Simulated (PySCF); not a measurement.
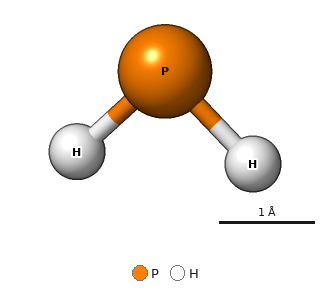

The structure as given in the input (ball-and-stick view, seen at a tilt).

PH$_{2}$ (charge −1): NMR shielding calculation

The run: NMR shielding calculation of PH$_{2}$ (phosphanide), charge −1, SMILES [PH2-]. Method and program: GIAO PBE0/pcSseg-1 NMR shielding, non-relativistic, gas phase (PySCF 2.14.0).

The geometry comes from this level: GFN2-xTB.

Input
```
{"job": {"kind": "nmr", "xc": "PBE0", "basis": "pcSseg-1"}, "charge": -1, "multiplicity": 1}
P      0.004575     0.626733    -0.002311
H     -0.956154    -0.313328    -0.010493
H      0.963059    -0.315943     0.000250
```

The first line tells a small driver script what to run in PySCF; the rest is the geometry in Å.

Hardware: 1 CPU thread, shared host.

Launch command:
```bash
OMP_NUM_THREADS=1 python <driver script> task.json out
```

Output
```
coarse grid: 2864 points
cycle   1  E = -342.3252705400  dE = -8.699e-02  |g| = 3.113e-01  |ddm| = 1.451e+00
cycle   2  E = -342.3431923719  dE = -1.792e-02  |g| = 2.892e-01  |ddm| = 1.424e+00
cycle   3  E = -342.3685490355  dE = -2.536e-02  |g| = 2.110e-02  |ddm| = 6.011e-01
cycle   4  E = -342.3686433642  dE = -9.433e-05  |g| = 1.675e-03  |ddm| = 2.852e-02
cycle   5  E = -342.3686440467  dE = -6.825e-07  |g| = 5.155e-04  |ddm| = 3.466e-03
final grid: 22672 points
cycle   6  E = -342.3744237801  dE = -4.289e-06  |g| = 1.070e-03  |ddm| = 7.741e-03
cycle   7  E = -342.3744239305  dE = -1.504e-07  |g| = 8.781e-04  |ddm| = 3.142e-03
cycle   8  E = -342.3744241210  dE = -1.905e-07  |g| = 4.358e-05  |ddm| = 1.405e-03
cycle   9  E = -342.3744241216  dE = -5.826e-10  |g| = 1.420e-05  |ddm| = 9.475e-05
converged SCF energy = -342.3744241216

GIAO shielding tensors (ppm)
atom      isotropic    diamagn.    paramagn.     s11        s22        s33       span
  0 P      733.030     968.768    -235.737    601.696    672.675    924.721    323.025
  1 H       35.568      34.241       1.326     29.228     32.400     45.076     15.849
  2 H       35.566      34.237       1.329     29.226     32.400     45.071     15.845
```

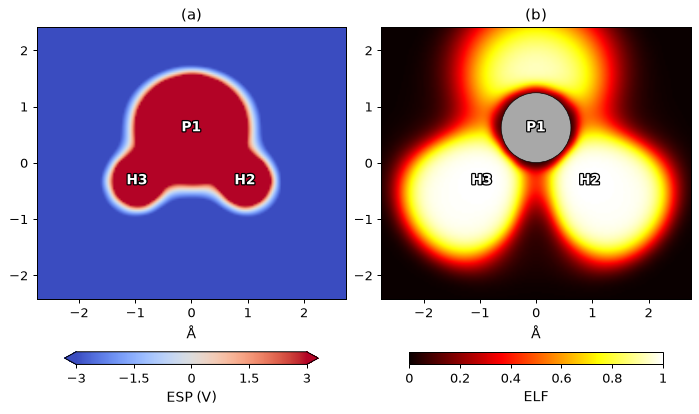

(a) molecular electrostatic potential; (b) electron localisation function on the molecular plane. Grey discs, where drawn, cover atomic cores. The section cuts through P and H sites. P–H (1.34 Å): the ELF climbs to about 1 towards the hydrogen, as it does in any bond to H.

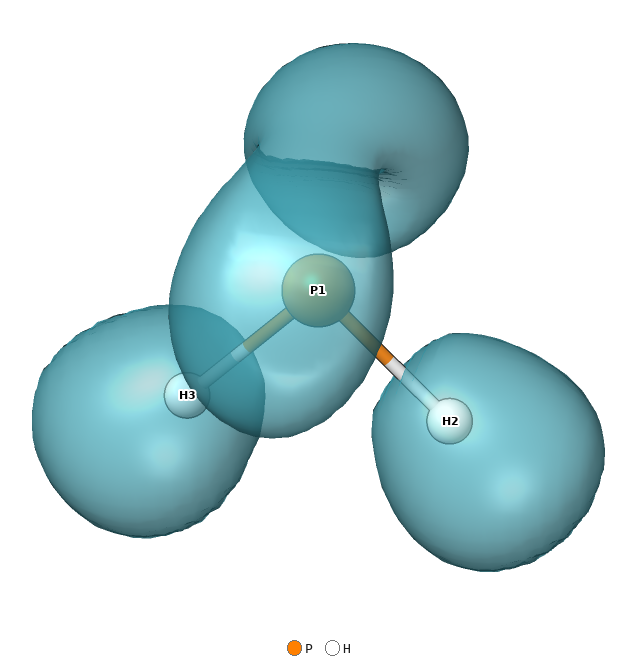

Isosurface of the ELF at 0.9 (cyan), seen at a tilt. Core shells and regions of very low density are left out. Along the contacts the grid gives the following. P–H (1.34 Å): the ELF climbs to about 1 towards the hydrogen.

Summary

```csv
quantity,value
outcome,converged
total energy,−342.374424 hartree
HOMO,1.76 eV
LUMO,7.83 eV
"isotropic shielding, P",733.0 ppm
"isotropic shielding, H",35.6 ppm
wall time,1.6 s
peak memory,0.24 GiB
```

The highest filled orbital lies above zero: either the extra electron isn't bound at this level, or the self-interaction error of the functional lifts the level.
